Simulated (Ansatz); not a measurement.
C4H10P2Si (SMILES CC1=CC[Si]1(P)P)

Input

```
crystal:
  periodic: [false, false, false]
  atoms:
    - symbol: C
      position_ang: [-1.652851, -1.461059, 0.661971]
    - symbol: C
      position_ang: [-0.179108, -1.422662, 0.444073]
    - symbol: C
      position_ang: [0.622810, -2.252422, -0.284769]
    - symbol: C
      position_ang: [2.069512, -1.786311, -0.191034]
    - symbol: P
      position_ang: [1.376062, 1.683320, -0.080394]
    - symbol: P
      position_ang: [1.805835, -0.233599, 3.125715]
    - symbol: Si
      position_ang: [1.325343, -0.384514, 0.897705]
    - symbol: H
      position_ang: [-2.126568, -2.324409, 0.149649]
    - symbol: H
      position_ang: [-1.897192, -1.524812, 1.743689]
    - symbol: H
      position_ang: [-2.137147, -0.532851, 0.290330]
    - symbol: H
      position_ang: [0.283651, -3.132630, -0.871446]
    - symbol: H
      position_ang: [2.753648, -2.497787, 0.317982]
    - symbol: H
      position_ang: [2.528181, -1.492480, -1.159222]
    - symbol: H
      position_ang: [2.623635, 2.043103, 0.550143]
    - symbol: H
      position_ang: [0.600673, 2.276176, 0.982307]
    - symbol: H
      position_ang: [2.098375, -1.641488, 3.244156]
    - symbol: H
      position_ang: [3.183791, 0.112744, 2.878565]
basis:
  gaussian:
    orbitals: def2-SVPD
hamiltonian:
  xc: pbe0
output:
  forces: true
  orbitals: {seedname: orbitals}
```

Launched as:

```sh
ansatz run input.yaml --threads 4 --pin off --max-ram 7830MiB --events-out events.jsonl --progress --plain --runs-dir runs
```

Geometry: PBE-D3(BJ)/def2-SVP.

Theory: isolated molecule in a Gaussian basis; Kohn-Sham density functional theory, functional PBE0 in Ansatz 0.2.0.

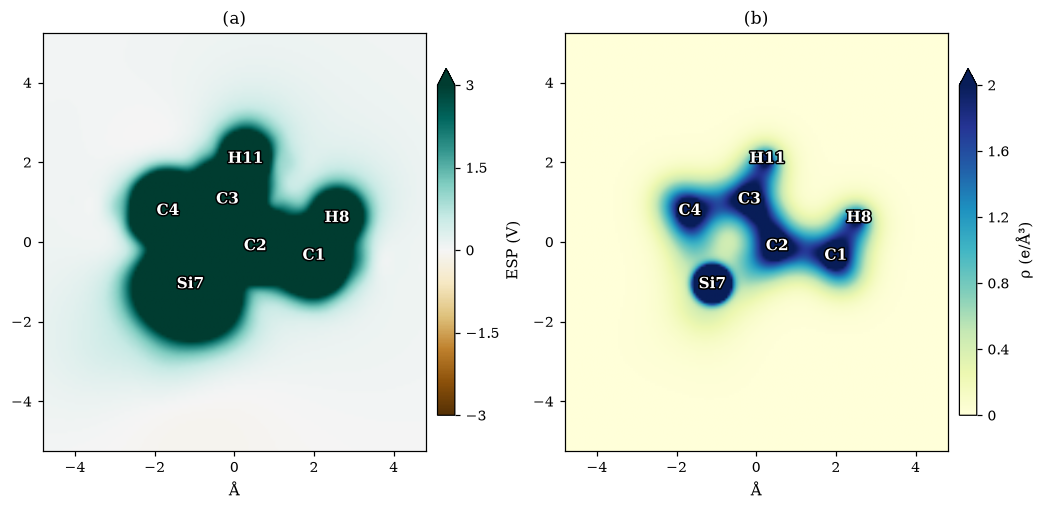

Figure 1. (a) electrostatic potential; (b) electron density on the plane of atoms C3, C2 and Si7.

**What does the map show?**

Atoms in the plane: C, Si and H. C–C (1.36 Å): ρ at the midpoint is about 2.2 e/Å³. C–Si (1.88 Å): ρ at the midpoint is about 0.89 e/Å³. C–H (1.11 Å): the density is about 1.9 e/Å³ at the midpoint. C–C (1.49 Å): ρ is about 1.7 e/Å³ halfway. C–Si (1.92 Å): the density is about 0.86 e/Å³ at the midpoint. The potential has no marked negative region in this plane.

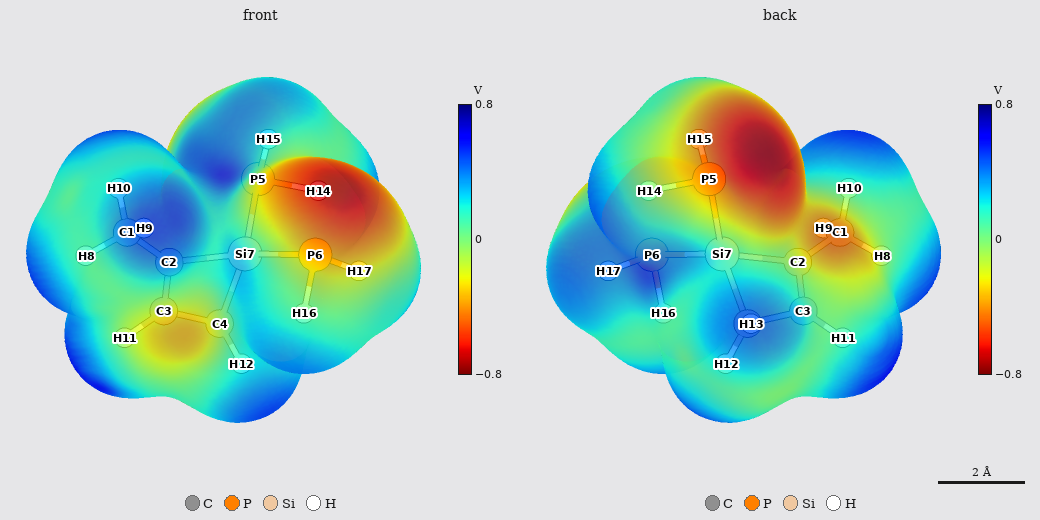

Figure 2. The electrostatic potential painted on the density surface at 0.001 e/bohr³, seen from the front and from behind; red is negative and blue positive.

**Which sites attract a positive test charge, and which a negative one?**

A positive charge is drawn to the negative regions and a negative charge to the positive ones. The most negative region (about −0.7 V, or −16 kcal/mol for a unit charge) lies over P5 and P6, the most positive (about +0.6 V, or +14 kcal/mol for a unit charge) over Si7, H10 and H11.

**How polar is the molecule by this calculation?**

Its dipole moment is 0.96 D.

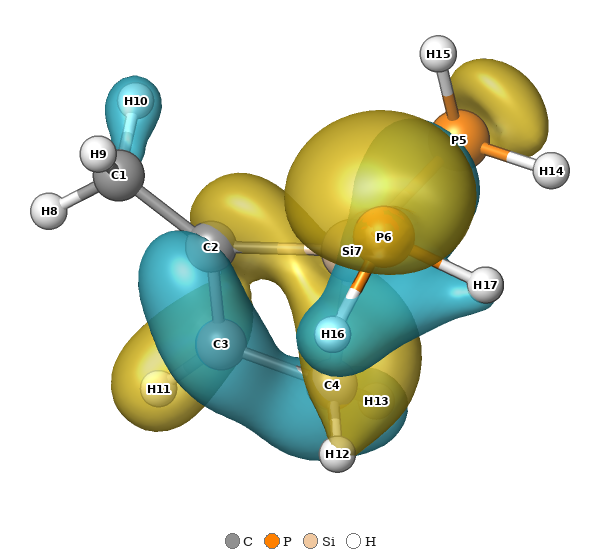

Figure 3. The HOMO−1 at ±0.1 Å⁻³ᐟ² (yellow and cyan are the two phases), seen at a tilt.

**Describe this orbital and give its energy.**

Its weight (Hirshfeld) is mainly on P6 (about 30 %), C4 (about 15 %), Si7 (about 10 %), C3 (about 10 %), C2 (about 10 %) and P5 (about 10 %). Its energy is −7.39 eV.
